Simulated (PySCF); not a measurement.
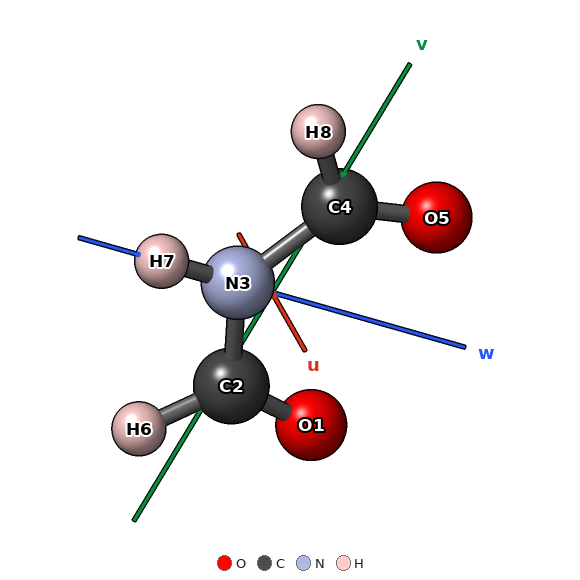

The lines u, v and w are the principal axes of the static dipole polarisability. Computed geometry: GFN2-xTB optimisation. No frequency run is at hand to confirm it as a minimum. Method: ωB97X-D/def2-SVPD (PySCF 2.14.0).

Along which axis is the molecule most polarisable, and along which least?

Answer. Most along v (in the molecular plane, at 24° to the long direction O1···C4), least along u (normal to the molecular plane).

Give the three principal values.

Answer. u 26.0, v 47.6, w 45.4 bohr³; mean 39.7, anisotropy 20.6 bohr³.
